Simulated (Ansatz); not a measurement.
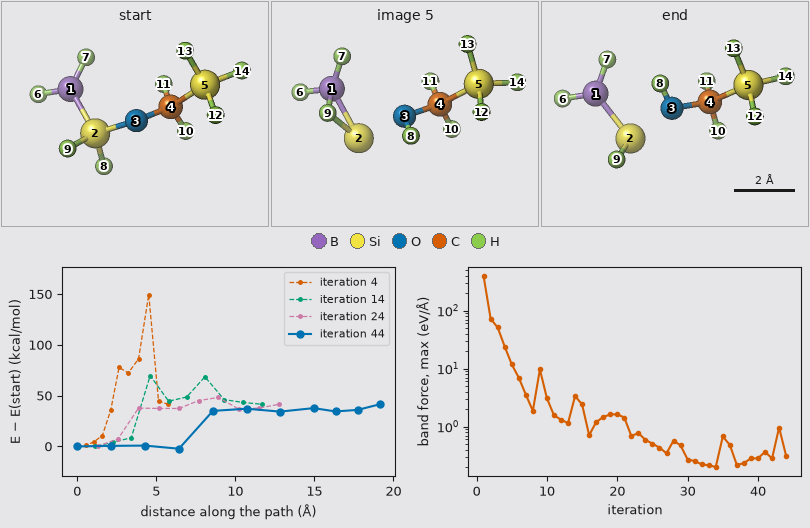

A nudged-elastic-band calculation for CH$_{9}$BOSi$_{2}$. Images are numbered from 0 (start) to 10 (end). The plot follows the band through its iterations. Style: ball-and-stick. Shown at a tilt.

Method: Ansatz, RKS PBE0-D4/def2-SVP. Set-up: 9 movable images; climbing image; force threshold 0.05 eV/Å; iteration limit 44; starting path through a guess of the saddle point.

Did the band converge, and can the barrier be trusted?

The result isn't final. The band hadn't converged when the run stopped after 44 iterations. The largest component of the band force went from 390 to 0.31 eV/Å. The first iteration put the highest image at 1751.7 kcal/mol. Relative to the start the highest point is image 10 at +41.5 kcal/mol and the end lies at +41.5 kcal/mol, but the profile dips to −2.2 kcal/mol at image 3 on the way, so there may be more than one step; on an unconverged band the side maxima are provisional.

The run took 25 min on 2 threads of Arm Neoverse V1 (shared host), peak memory 0.32 GiB.
